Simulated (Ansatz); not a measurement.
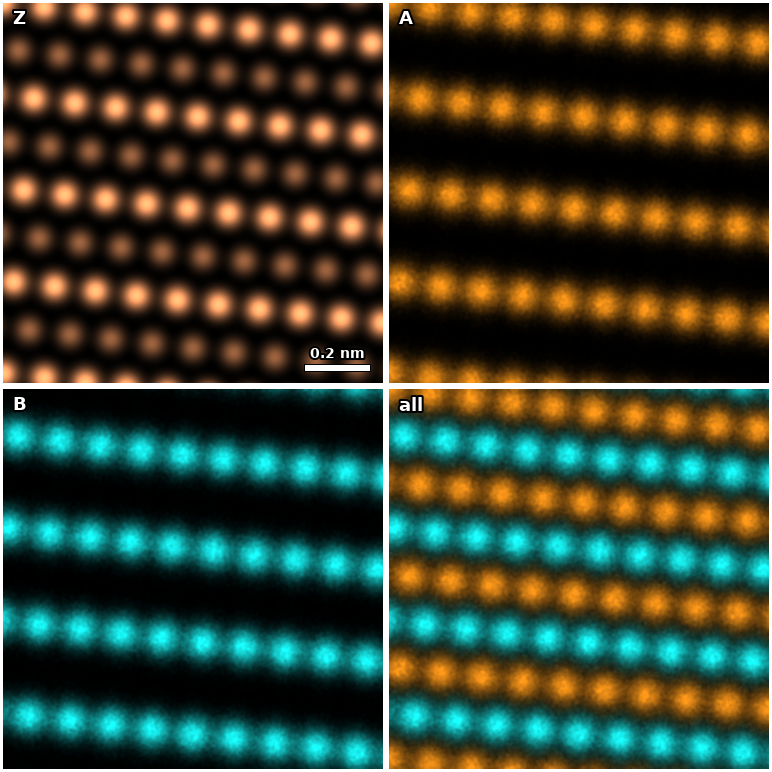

TiGe (F-43m, No. 216) along [210]. Panel Z: Simulation: incoherent imaging, intensity Z^1.7 per atom, probe width 0.72 Å, thin sample. The probe carries 25 % of its weight in a tail 2.5 times as wide. The other panels are simulated element maps (the number of atoms of one element along the beam, blurred by 0.9 Å, with counting noise; each on its own scale, no channelling); the last overlays them. Atomic positions: the geometry relaxed with DFT HSE06, scalar-relativistic, plane waves, PAW in Ansatz; the starting structure was generated, so it need not be a known form of this composition.

```
CELL_PARAMETERS angstrom
5.82340 0.00000 0.00000
0.00000 5.82340 0.00000
0.00000 0.00000 5.82340
ATOMIC_POSITIONS crystal
Ti 0.00000 0.00000 0.00000
Ge 0.25000 0.25000 0.75000
Ti 0.00000 0.50000 0.50000
Ge 0.25000 0.75000 0.25000
Ti 0.50000 0.00000 0.50000
Ge 0.75000 0.25000 0.25000
Ti 0.50000 0.50000 0.00000
Ge 0.75000 0.75000 0.75000
```

Which element does each lettered map show?

Answer. A: Ge, B: Ti. The projected cell (1.30 × 2.91 Å, 90°) holds 2 columns: 1 of Ti and 1 of Ge. No column is shared by two of the mapped elements.
